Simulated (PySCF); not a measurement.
B(Me)(SeH)2, SMILES CB([SeH])[SeH] at its B3LYP/def2-SVP optimised geometry (Å):

```
9

B      0.1440    -0.4258     0.0000
C      1.7190    -0.4258     0.0000
H      2.1009     0.0980     0.8940
H      2.1046     0.1281    -0.8737
H      2.1647    -1.4327    -0.0154
Se    -0.9162     1.2137     0.0000
H      0.2302     2.1463    -0.0021
Se    -0.7744    -2.1463     0.0027
H     -2.1647    -1.6462     0.0065
```

Method: PySCF with B3LYP/def2-TZVP.

Map of the log10 of the electron density (e/bohr³), floored at −4 on the plane z = 1.2 Å:

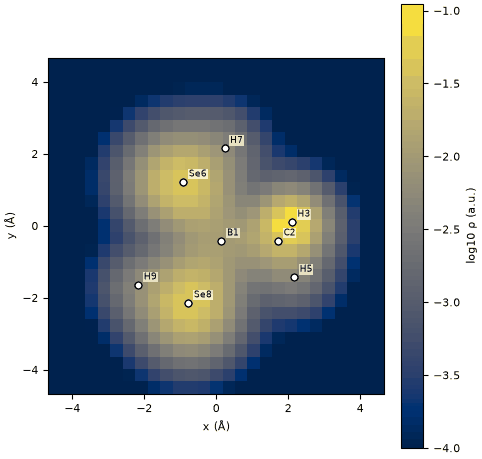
Figure. Log10 of the electron density (e/bohr³), floored at −4 on the plane z = 1.2 Å.
